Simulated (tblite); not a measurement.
# Geometry relaxation of C₄H₁₃GeNSi

System: C₄H₁₃GeNSi, SMILES [SiH3][N]([GeH3])C1CCC1.
Method: GFN2-xTB geometry optimisation, gas phase (tblite 0.8.0).

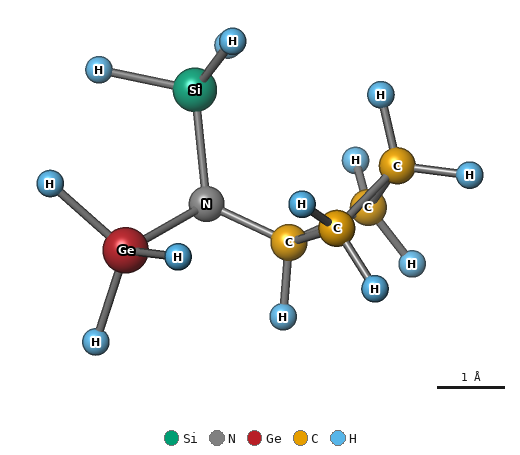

Figure 1. The input geometry (ball-and-stick view, seen at a tilt). Sticks mark near contacts. Bond lengths as drawn: C–C 1.46 to 1.51 Å, C–H 1.10 to 1.14 Å, C–N 1.40 Å, Ge–H 1.53 to 1.56 Å, Ge–N 1.88 Å, H–Si 1.46 to 1.50 Å and N–Si 1.74 Å.

Input
```
{"job": {"kind": "relax", "xc": "GFN2-xTB", "basis": "xTB"}, "charge": 0, "multiplicity": 1}
Si     0.845000     1.426300     1.123300
N      0.724000    -0.280600     0.827700
Ge     2.281200    -0.831200    -0.060900
C     -0.367900    -0.802900     0.123400
C     -0.687800    -0.414400    -1.246900
C     -1.791300     0.446600    -0.748700
C     -1.749200    -0.356300     0.531300
H     -0.022300     1.942300     2.230400
H      0.618600     2.309500    -0.010800
H      2.229400     1.708200     1.570800
H      1.928200    -0.740100    -1.575100
H      2.590400    -2.279200     0.378300
H      3.392800     0.174000     0.257200
H     -0.309400    -1.940200     0.169900
H      0.074000     0.056700    -1.892200
H     -1.130600    -1.274000    -1.810300
H     -1.585500     1.506900    -0.522000
H     -2.769100     0.351800    -1.296300
H     -2.442600    -1.228300     0.479000
H     -1.832900     0.235500     1.468900
```

The first line tells a small driver script what to run in tblite; the rest is the geometry in Å.

Machine: 1 CPU thread, shared host.

Launch command:
```bash
OMP_NUM_THREADS=1 python <driver script> task.json out
```

What the program printed
```
step      E/eV     max force
  0    -591.85533    3.689
  1    -592.20749    0.981
  2    -592.28072    0.651
  3    -592.36881    0.543
  4    -592.41153    0.507
  5    -592.46511    0.529
  6    -592.49447    0.503
  7    -592.52171    0.361
  8    -592.54274    0.341
  9    -592.56265    0.307
 10    -592.57595    0.249
 11    -592.58804    0.247
 12    -592.60285    0.271
 13    -592.61976    0.305
 14    -592.63381    0.259
 15    -592.64286    0.256
 16    -592.64928    0.209
 17    -592.65522    0.152
 18    -592.66079    0.158
 19    -592.66518    0.159
 20    -592.66849    0.175
 21    -592.67158    0.143
 22    -592.67487    0.142
 23    -592.67810    0.132
 24    -592.68086    0.156
 25    -592.68309    0.126
 26    -592.68519    0.105
 27    -592.68741    0.093
 28    -592.68976    0.112
 29    -592.69214    0.143
 30    -592.69445    0.118
 31    -592.69668    0.115
 32    -592.69881    0.115
 33    -592.70070    0.101
 34    -592.70232    0.114
 35    -592.70374    0.095
 36    -592.70501    0.075
 37    -592.70621    0.073
 38    -592.70737    0.084
 39    -592.70841    0.087
 40    -592.70941    0.084
 41    -592.71055    0.080
 42    -592.71216    0.098
 43    -592.71444    0.126
 44    -592.71705    0.115
 45    -592.71929    0.100
 46    -592.72092    0.085
 47    -592.72244    0.086
 48    -592.72449    0.099
 49    -592.72707    0.107
 50    -592.72938    0.105
 51    -592.73086    0.080
 52    -592.73200    0.076
 53    -592.73301    0.073
 54    -592.73405    0.083
 55    -592.73521    0.082
 56    -592.73715    0.092
 57    -592.73814    0.090
 58    -592.73979    0.073
 59    -592.74091    0.071
 60    -592.74221    0.105
 61    -592.74361    0.118
 62    -592.74483    0.083
 63    -592.74542    0.068
 64    -592.74606    0.063
 65    -592.74654    0.049
 66    -592.74719    0.046
 67    -592.74742    0.030
 68    -592.74760    0.025
 69    -592.74772    0.024
 70    -592.74789    0.025
 71    -592.74803    0.021
 72    -592.74809    0.013
 73    -592.74811    0.012
 74    -592.74814    0.010
```

Trajectory as extended XYZ (Å, eV, eV/Å), 11 of the 75 frames kept, from step=0 to step=74
```
20
Properties=species:S:1:pos:R:3:forces:R:3 step=0 energy=-591.85533
Si    0.8450    1.4263    1.1233   -0.0100   0.6600   0.9390
N     0.7240   -0.2806    0.8277    1.5410   1.0020  -0.0590
Ge    2.2812   -0.8312   -0.0609    0.2080  -0.0740  -0.1880
C    -0.3679   -0.8029    0.1234   -0.1050  -3.2950   1.6560
C    -0.6878   -0.4144   -1.2469    0.1820   0.3500  -3.5330
C    -1.7913    0.4466   -0.7487   -2.4660   1.1110  -0.1450
C    -1.7492   -0.3563    0.5313   -1.0880  -0.0020   1.2710
H    -0.0223    1.9423    2.2304    0.1150  -0.4810  -0.4030
H     0.6186    2.3095   -0.0108   -0.0550   0.0900  -0.3140
H     2.2294    1.7082    1.5708   -0.2710  -0.1570  -0.0190
H     1.9282   -0.7401   -1.5751    0.5070  -0.2800   0.6040
H     2.5904   -2.2792    0.3783   -0.1070   0.4780  -0.2200
H     3.3928    0.1740    0.2572   -0.1860  -0.5490  -0.1010
H    -0.3094   -1.9402    0.1699    0.3920   0.6330   0.3050
H     0.0740    0.0567   -1.8922   -0.2050  -0.0760   0.2540
H    -1.1306   -1.2740   -1.8103    0.4930   0.5590   0.2380
H    -1.5855    1.5069   -0.5220    0.0730  -0.4630  -0.5520
H    -2.7691    0.3518   -1.2963    0.8030   0.4220   0.2840
H    -2.4426   -1.2283    0.4790    0.2790   0.7840   0.4650
H    -1.8329    0.2355    1.4689   -0.0990  -0.7110  -0.4830
20
Properties=species:S:1:pos:R:3:forces:R:3 step=7 energy=-592.52171
Si    0.8448    1.4858    1.1390   -0.0670   0.1570   0.1680
N     0.7759   -0.1933    0.7189    0.0390   0.0080   0.0830
Ge    2.3044   -0.8292   -0.0683    0.0400   0.0210  -0.0740
C    -0.3710   -0.8539    0.1397   -0.3020   0.0200   0.0760
C    -0.7198   -0.4107   -1.2979   -0.2900   0.0020  -0.0720
C    -1.8661    0.4442   -0.7448   -0.0450  -0.0470   0.1160
C    -1.7725   -0.3636    0.5663   -0.1280   0.0840  -0.0460
H    -0.0797    1.8522    2.2268    0.0320  -0.1940  -0.1920
H     0.6102    2.3271   -0.0392   -0.0070   0.1760  -0.0070
H     2.2268    1.6960    1.6016   -0.1720   0.0080   0.0150
H     2.0548   -0.8190   -1.5320    0.1750  -0.1120  -0.2950
H     2.5744   -2.2278    0.3484   -0.0390  -0.2340   0.1380
H     3.4231    0.0787    0.2512    0.2420   0.0270   0.0910
H    -0.2202   -1.9413    0.2586   -0.0130   0.1570  -0.0430
H     0.0486    0.1025   -1.8668    0.0980   0.1450   0.0480
H    -1.0927   -1.2426   -1.8870   -0.0210  -0.1180  -0.1000
H    -1.5818    1.4876   -0.6137    0.0170  -0.0720   0.0560
H    -2.8088    0.4233   -1.3005    0.1070  -0.1570   0.1730
H    -2.5010   -1.1796    0.5882    0.1830   0.0310  -0.0530
H    -1.8545    0.1740    1.5086    0.1500   0.0960  -0.0810
20
Properties=species:S:1:pos:R:3:forces:R:3 step=15 energy=-592.64286
Si    0.8165    1.5175    1.1046    0.0140  -0.0790   0.0600
N     0.8090   -0.1515    0.6300   -0.0340  -0.0230  -0.0980
Ge    2.3504   -0.8533   -0.1131   -0.1030   0.0180   0.0930
C    -0.3734   -0.8267    0.1277   -0.0680  -0.0280  -0.0100
C    -0.7644   -0.4055   -1.3071    0.0580  -0.0020  -0.0340
C    -1.9120    0.4307   -0.7286    0.1110  -0.0410   0.0060
C    -1.7604   -0.3359    0.5902    0.0090   0.0150  -0.0150
H    -0.1685    1.7194    2.1735    0.0100   0.0030  -0.1180
H     0.6038    2.4545   -0.0140   -0.0230   0.0080   0.0640
H     2.1594    1.7194    1.6476    0.0110   0.0410   0.0020
H     2.2527   -0.9253   -1.6130    0.0320   0.0040   0.0070
H     2.5086   -2.2514    0.3996   -0.0530  -0.0760   0.0250
H     3.5132   -0.0118    0.2867    0.0060   0.0030   0.0150
H    -0.2269   -1.9071    0.2740    0.0620   0.0500  -0.0750
H     0.0134    0.1612   -1.8119    0.0310   0.0540  -0.1610
H    -1.0823   -1.2320   -1.9397   -0.0370  -0.0070   0.0460
H    -1.5951    1.4655   -0.6152   -0.2410   0.0510  -0.0690
H    -2.8794    0.3710   -1.2329    0.1550   0.0410   0.0920
H    -2.4657   -1.1669    0.6289    0.0860   0.0200   0.1630
H    -1.8042    0.2389    1.5097   -0.0240  -0.0520   0.0070
20
Properties=species:S:1:pos:R:3:forces:R:3 step=22 energy=-592.67487
Si    0.8183    1.5176    1.0968   -0.0150  -0.0640   0.0330
N     0.8250   -0.1401    0.5921    0.0530  -0.0360  -0.0540
Ge    2.3619   -0.8799   -0.1110   -0.0550   0.0300   0.1110
C    -0.3595   -0.8145    0.1039    0.0020   0.0080   0.0280
C    -0.7682   -0.3845   -1.3241    0.0420  -0.0260   0.0370
C    -1.9181    0.4325   -0.7189   -0.0260  -0.0560  -0.0700
C    -1.7348   -0.3266    0.6003    0.0140   0.0020  -0.0080
H    -0.2094    1.6804    2.1214   -0.0100   0.0380   0.0530
H     0.5933    2.4984    0.0283   -0.0090   0.0310  -0.0970
H     2.1422    1.7421    1.6655    0.0750  -0.0030   0.0300
H     2.3318   -0.9578   -1.6148   -0.0280  -0.0050   0.0160
H     2.4503   -2.2791    0.4270   -0.0170  -0.0130  -0.0210
H     3.5269   -0.0511    0.3113    0.0130  -0.0200   0.0440
H    -0.2099   -1.8988    0.2363    0.0510   0.1140  -0.0670
H     0.0012    0.1791   -1.8555   -0.0930  -0.0060  -0.0090
H    -1.0958   -1.2242   -1.9381   -0.0300   0.0990   0.0210
H    -1.6740    1.4903   -0.6292   -0.0100  -0.0630   0.0080
H    -2.8863    0.3350   -1.2032   -0.0620  -0.0310  -0.0260
H    -2.4249   -1.1653    0.6950    0.0100   0.0270  -0.0290
H    -1.7754    0.2570    1.5139    0.0940  -0.0250   0.0020
20
Properties=species:S:1:pos:R:3:forces:R:3 step=30 energy=-592.69445
Si    0.8256    1.5360    1.1004   -0.0080  -0.0620  -0.0190
N     0.8395   -0.1102    0.5619    0.0410  -0.0670  -0.0120
Ge    2.3720   -0.8991   -0.0759   -0.0260   0.0230   0.0550
C    -0.3381   -0.7891    0.0693    0.0060  -0.0250  -0.0110
C    -0.7852   -0.3592   -1.3454   -0.0040  -0.0230  -0.0120
C    -1.9499    0.4128   -0.7183   -0.0100   0.0560  -0.0310
C    -1.7054   -0.3264    0.6016    0.0000  -0.0320  -0.0130
H    -0.2172    1.6857    2.1159    0.0500   0.0620   0.0440
H     0.5924    2.5096    0.0253    0.0110   0.0390  -0.0510
H     2.1469    1.7484    1.6860    0.0200   0.0070  -0.0010
H     2.3645   -0.9809   -1.5771   -0.0010   0.0200  -0.0400
H     2.3914   -2.3113    0.4404   -0.0050   0.0260   0.0250
H     3.5482   -0.1041    0.3799    0.0110  -0.0320   0.0380
H    -0.1630   -1.8709    0.1701   -0.0040   0.0300   0.0010
H    -0.0503    0.2218   -1.9043   -0.0670  -0.0150   0.0130
H    -1.1283   -1.2019   -1.9422    0.0790  -0.0040  -0.0700
H    -1.7473    1.4756   -0.6408    0.0050   0.1170   0.0180
H    -2.9209    0.2726   -1.1877   -0.0510  -0.0350   0.0310
H    -2.3878   -1.1637    0.7275    0.0060  -0.0600   0.0550
H    -1.6923    0.2649    1.5103   -0.0550  -0.0250  -0.0210
20
Properties=species:S:1:pos:R:3:forces:R:3 step=37 energy=-592.70621
Si    0.8325    1.5435    1.0874    0.0150   0.0260  -0.0090
N     0.8457   -0.0989    0.5361    0.0150   0.0190   0.0250
Ge    2.3833   -0.9112   -0.0507   -0.0400  -0.0030   0.0430
C    -0.3296   -0.7766    0.0373    0.0470   0.0090  -0.0270
C    -0.8065   -0.3397   -1.3676    0.0200   0.0050  -0.0270
C    -1.9814    0.3998   -0.7162   -0.0160  -0.0230   0.0030
C    -1.6905   -0.3340    0.5970    0.0310  -0.0440   0.0490
H    -0.1819    1.7238    2.1314    0.0190   0.0050  -0.0390
H     0.6050    2.5208    0.0080    0.0060  -0.0300   0.0220
H     2.1491    1.7525    1.6892    0.0310  -0.0070  -0.0530
H     2.3941   -0.9836   -1.5534    0.0470   0.0140  -0.0160
H     2.3462   -2.3213    0.4686    0.0000  -0.0050   0.0020
H     3.5716   -0.1662    0.4579   -0.0190   0.0010  -0.0040
H    -0.1404   -1.8570    0.1211   -0.0430   0.0120  -0.0080
H    -0.1043    0.2690   -1.9354    0.0290   0.0390   0.0480
H    -1.1160   -1.1850   -1.9796   -0.0220   0.0030  -0.0070
H    -1.8102    1.4715   -0.6439   -0.0100   0.0020   0.0110
H    -2.9624    0.2242   -1.1504   -0.0360  -0.0090  -0.0460
H    -2.3481   -1.1842    0.7607   -0.0480  -0.0420  -0.0150
H    -1.6616    0.2633    1.4994   -0.0290   0.0290   0.0470
20
Properties=species:S:1:pos:R:3:forces:R:3 step=44 energy=-592.71705
Si    0.8645    1.5542    1.0702   -0.0150   0.0470  -0.0690
N     0.8459   -0.0937    0.5317   -0.0590   0.0120   0.0250
Ge    2.3798   -0.9269   -0.0166    0.0710  -0.0600  -0.0520
C    -0.3298   -0.7610    0.0202   -0.0300  -0.0220  -0.0270
C    -0.8185   -0.3090   -1.3771   -0.0340   0.0680   0.0470
C    -2.0216    0.3744   -0.7099    0.0010   0.0100   0.0190
C    -1.6956   -0.3568    0.6014   -0.0170   0.0280  -0.0280
H    -0.1340    1.7741    2.1208    0.0080  -0.0420  -0.0140
H     0.6205    2.5180   -0.0185    0.0170  -0.0320   0.0170
H     2.2059    1.7508    1.6264   -0.0420  -0.0040  -0.0420
H     2.4655   -0.9637   -1.5226   -0.0060  -0.0330   0.0420
H     2.3071   -2.3394    0.4959   -0.0100   0.0100  -0.0470
H     3.5692   -0.2132    0.5277    0.0110   0.0290   0.0460
H    -0.1454   -1.8414    0.0705    0.0430  -0.0640   0.0410
H    -0.1312    0.3474   -1.9116   -0.0350  -0.0300   0.0120
H    -1.1009   -1.1460   -2.0182    0.0640   0.0820   0.0500
H    -1.8840    1.4520   -0.6277   -0.0530  -0.0390   0.0130
H    -2.9995    0.1702   -1.1465    0.0630  -0.0080   0.0180
H    -2.3293   -1.2264    0.7784    0.0130   0.0500  -0.0410
H    -1.6738    0.2471    1.5026    0.0090  -0.0020  -0.0130
20
Properties=species:S:1:pos:R:3:forces:R:3 step=52 energy=-592.73200
Si    0.9051    1.5735    0.9977   -0.0030   0.0480  -0.0280
N     0.8591   -0.0854    0.5024   -0.0220   0.0140   0.0110
Ge    2.4015   -0.9676    0.0548    0.0230  -0.0580  -0.0440
C    -0.3227   -0.7309   -0.0194   -0.0080  -0.0010  -0.0190
C    -0.8496   -0.2174   -1.3797    0.0220   0.0200  -0.0090
C    -2.1007    0.3327   -0.6818    0.0130   0.0030  -0.0190
C    -1.6857   -0.3842    0.6103   -0.0130   0.0210  -0.0070
H    -0.0582    1.8088    2.0743   -0.0300  -0.0200   0.0140
H     0.6514    2.5330   -0.0872   -0.0300  -0.0290  -0.0420
H     2.2695    1.7565    1.4912    0.0000   0.0370   0.0240
H     2.6329   -0.9879   -1.4355   -0.0250   0.0060   0.0030
H     2.2008   -2.3860    0.5077    0.0290  -0.0170  -0.0040
H     3.5692   -0.3189    0.7206   -0.0280  -0.0040   0.0360
H    -0.1198   -1.8102   -0.0215   -0.0450  -0.0330  -0.0260
H    -0.2178    0.5222   -1.8662    0.0520   0.0280   0.0200
H    -1.0574   -1.0229   -2.0821   -0.0120   0.0160  -0.0070
H    -2.1000    1.4165   -0.5848    0.0320   0.0010  -0.0140
H    -3.0499    0.0217   -1.1154    0.0030  -0.0190   0.0370
H    -2.2834   -1.2728    0.8076    0.0360   0.0070   0.0550
H    -1.6496    0.2299    1.5039    0.0070  -0.0200   0.0200
20
Properties=species:S:1:pos:R:3:forces:R:3 step=59 energy=-592.74091
Si    0.9187    1.5844    0.9484    0.0010  -0.0360   0.0000
N     0.8670   -0.0895    0.4923    0.0150  -0.0180  -0.0070
Ge    2.4055   -1.0003    0.0916    0.0250  -0.0180  -0.0530
C    -0.3180   -0.7164   -0.0434   -0.0140   0.0030   0.0400
C    -0.8558   -0.1569   -1.3794    0.0230  -0.0400  -0.0040
C    -2.1297    0.3152   -0.6643    0.0180   0.0010  -0.0100
C    -1.6702   -0.3916    0.6186   -0.0380   0.0070   0.0200
H    -0.0288    1.8121    2.0440   -0.0100   0.0240  -0.0340
H     0.6431    2.5124   -0.1616   -0.0230  -0.0500   0.0290
H     2.2881    1.7901    1.4248   -0.0340   0.0270  -0.0080
H     2.6943   -0.9986   -1.3932    0.0050   0.0270   0.0650
H     2.1726   -2.4286    0.4987    0.0030   0.0060   0.0160
H     3.5362   -0.3756    0.8429   -0.0140  -0.0310  -0.0290
H    -0.1331   -1.7991   -0.0847    0.0350   0.0260  -0.0170
H    -0.2347    0.6208   -1.8212   -0.0440   0.0160   0.0400
H    -1.0331   -0.9321   -2.1215   -0.0010  -0.0080  -0.0540
H    -2.1972    1.3965   -0.5690    0.0020   0.0090   0.0230
H    -3.0603   -0.0630   -1.0845    0.0100   0.0320  -0.0120
H    -2.2450   -1.2878    0.8441   -0.0070  -0.0270   0.0040
H    -1.6246    0.2185    1.5143    0.0480   0.0510  -0.0110
20
Properties=species:S:1:pos:R:3:forces:R:3 step=67 energy=-592.74742
Si    0.9317    1.5818    0.9082   -0.0060   0.0000   0.0080
N     0.8808   -0.0971    0.4717   -0.0040   0.0090  -0.0030
Ge    2.4135   -1.0384    0.1274   -0.0050   0.0290  -0.0070
C    -0.3119   -0.7041   -0.0711   -0.0050  -0.0020   0.0190
C    -0.8720   -0.1067   -1.3813    0.0090  -0.0040   0.0120
C    -2.1610    0.2912   -0.6477    0.0060   0.0020   0.0050
C    -1.6524   -0.3994    0.6258   -0.0050  -0.0140   0.0080
H    -0.0125    1.8321    2.0014   -0.0010   0.0100  -0.0030
H     0.6247    2.4818   -0.2131   -0.0090  -0.0110  -0.0030
H     2.2992    1.8288    1.3649   -0.0110  -0.0160  -0.0070
H     2.7784   -1.0003   -1.3355    0.0120  -0.0060   0.0130
H     2.1306   -2.4643    0.5038   -0.0030  -0.0100  -0.0050
H     3.5165   -0.4558    0.9458    0.0180  -0.0030  -0.0010
H    -0.1238   -1.7834   -0.1521   -0.0200   0.0100  -0.0100
H    -0.2867    0.7239   -1.7684    0.0000  -0.0040  -0.0190
H    -1.0125   -0.8439   -2.1698   -0.0030   0.0160  -0.0160
H    -2.2913    1.3665   -0.5429    0.0170  -0.0030   0.0100
H    -3.0739   -0.1325   -1.0626    0.0120  -0.0020  -0.0030
H    -2.2055   -1.2998    0.8862   -0.0060  -0.0090   0.0180
H    -1.5769    0.2304    1.5064    0.0030   0.0070  -0.0160
20
Properties=species:S:1:pos:R:3:forces:R:3 step=74 energy=-592.74814
Si    0.9289    1.5818    0.9041   -0.0020  -0.0060   0.0000
N     0.8805   -0.0983    0.4714   -0.0010  -0.0020  -0.0050
Ge    2.4149   -1.0394    0.1324   -0.0010   0.0090  -0.0030
C    -0.3119   -0.7041   -0.0735   -0.0030  -0.0010   0.0030
C    -0.8724   -0.1004   -1.3810    0.0000  -0.0010   0.0000
C    -2.1624    0.2882   -0.6449    0.0000   0.0030   0.0030
C    -1.6510   -0.4023    0.6275    0.0030   0.0010   0.0020
H    -0.0135    1.8386    1.9973    0.0010   0.0050  -0.0010
H     0.6176    2.4748   -0.2212   -0.0060  -0.0020  -0.0010
H     2.2975    1.8275    1.3560   -0.0040  -0.0070  -0.0020
H     2.7934   -1.0018   -1.3268    0.0040   0.0030   0.0020
H     2.1255   -2.4666    0.5005   -0.0010  -0.0050   0.0000
H     3.5198   -0.4655    0.9557   -0.0010   0.0000   0.0030
H    -0.1275   -1.7832   -0.1608    0.0030   0.0050  -0.0050
H    -0.2915    0.7347   -1.7658    0.0060  -0.0030   0.0070
H    -1.0110   -0.8296   -2.1773   -0.0020  -0.0070   0.0020
H    -2.2956    1.3623   -0.5345   -0.0030   0.0020  -0.0020
H    -3.0722   -0.1392   -1.0622   -0.0030   0.0060   0.0000
H    -2.2030   -1.3010    0.8976    0.0050   0.0020  -0.0030
H    -1.5714    0.2342    1.5026    0.0040  -0.0020   0.0010
```

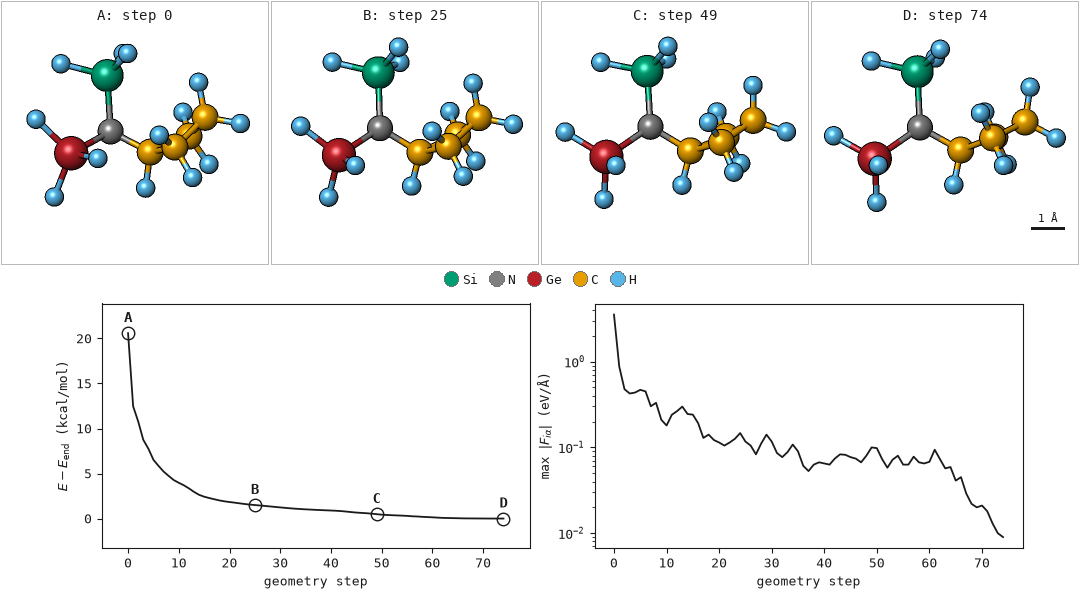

Figure 2. Frames of the relaxation (ball-and-stick view, seen at a tilt) above the curves, on which the letters mark them (steps are counted from 0).

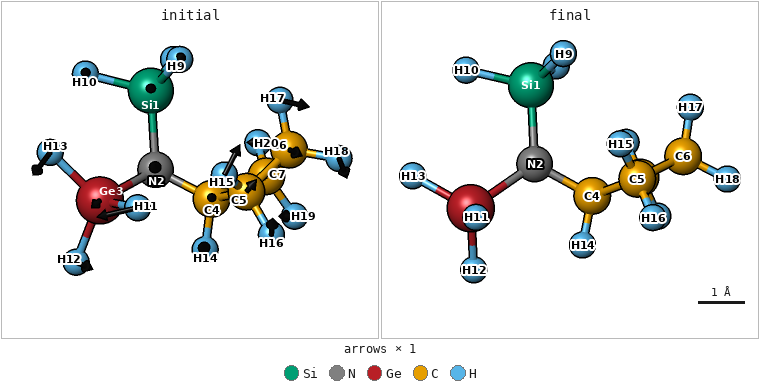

Figure 3. Before (left) and after (right) the relaxation, at one scale (ball-and-stick view, seen at a tilt). The black arrows give the displacements, at true length. The largest move after the best rigid fit is that of H13, 0.95 Å. Largest moves by element: H 0.95 Å, N 0.43 Å, C 0.42 Å, Ge 0.31 Å, Si 0.28 Å. Among the contacts that change: C4–C5 1.460 → 1.545 Å, C5–C6 1.486 → 1.535 Å, Ge3–H11 1.557 → 1.508 Å, N2–Ge3 1.876 → 1.832 Å. Among the angles that change: Si1–N2–Ge3 108.1° → 121.3°, N2–Ge3–H11 104.8° → 112.1°, C4–C5–H15 120.7° → 113.9°. Over 74 geometry steps the energy falls by 20.6 kcal/mol. The largest force component goes from 3.5 to 0.009 eV/Å. (Atoms are counted from 1 in the order of the input.)

Key numbers

- outcome: converged
- total energy: −592.7481 eV
- wall time: 3.6 s
- peak memory: 0.18 GiB
